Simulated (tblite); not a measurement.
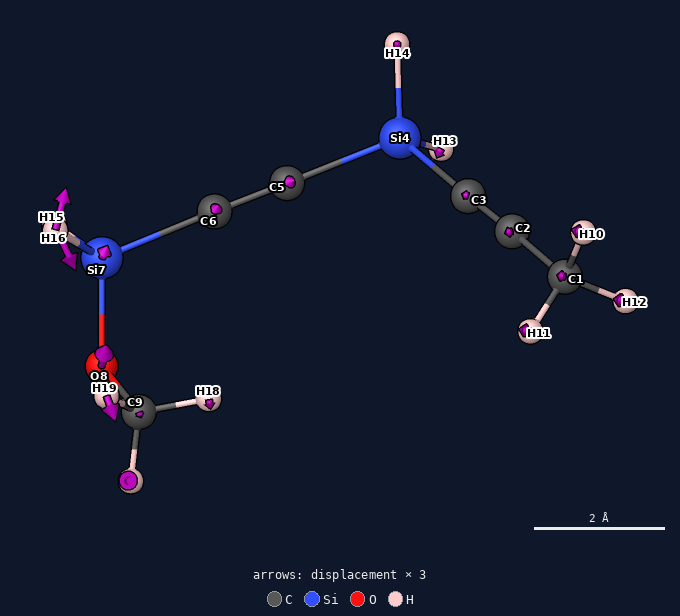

This is a relaxation of C6H10OSi2. The starting structure is drawn; purple arrows show the displacements, 3 times their true length. The two geometries are superimposed by the best rigid fit.

A ball-and-stick model, seen from a free direction.

The calculation used GFN2-xTB geometry optimisation, gas phase in tblite 0.8.0. 

### Atoms of which element are displaced furthest, and by how much?

Hydrogen: up to 0.27 Å, against 0.19 Å for oxygen.

### What did the optimiser do to the structure, and how much energy did it gain?

Over 59 geometry steps the energy falls by 20.2 kJ/mol. The atom that moves furthest after the best rigid fit is an H atom (0.27 Å). Largest moves by element: H 0.27 Å, O 0.19 Å, Si 0.09 Å, C 0.07 Å. Some distances before and after: O–Si 1.671 → 1.625 Å, C–Si 1.881 → 1.846 Å, C–O 1.426 → 1.392 Å, H–Si 1.486 → 1.456 Å. Bond angles that change, for instance: Si–O–C 118.1° → 129.2°, O–Si–H 108.5° → 99.1°, H–Si–H 108.4° → 115.5°. Cost: 0.84 s on 1 thread of Arm Neoverse N1, on a shared host.
